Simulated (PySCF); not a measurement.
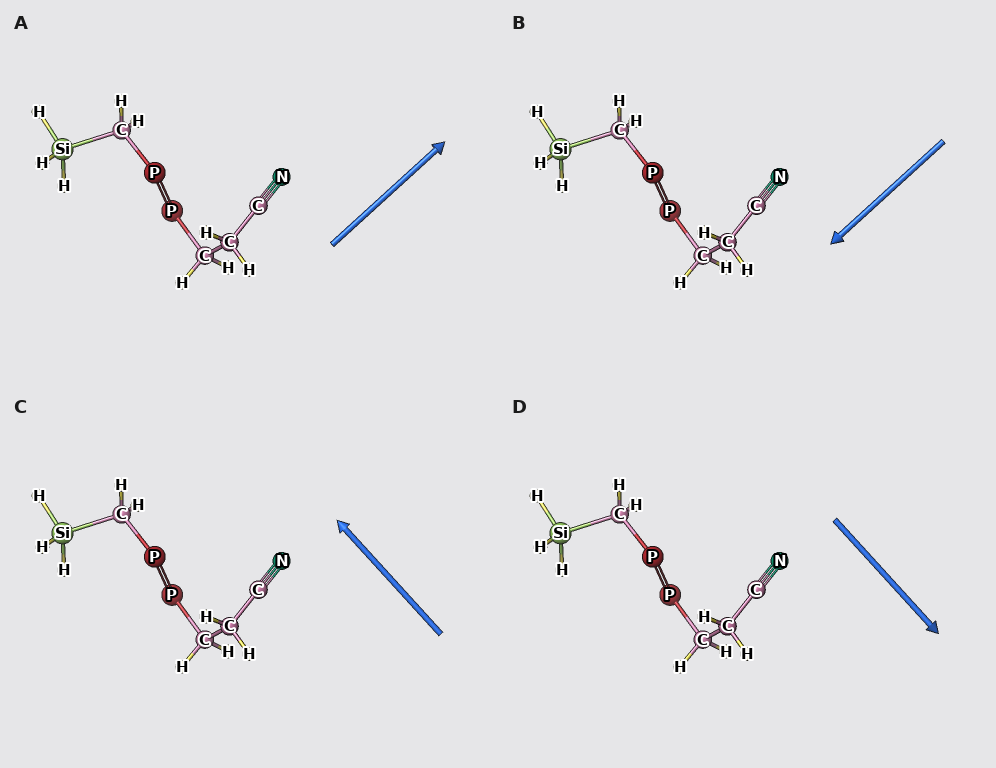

The same molecule four times, each with an arrow. The computed structure is the end point of a GFN2-xTB optimisation. No frequency run is at hand to confirm it as a minimum. Method: PBE0/pcSseg-1, gas phase (PySCF 2.14.0).

### Which arrow points along the dipole moment, from the negative to the positive end?

B. The dipole moment is 3.52 D.

The geometry is semi-empirical. Around P, Si such bond lengths and angles can be off by a tenth of an ångström or more and by several degrees, and values that hang on the shape move with them.
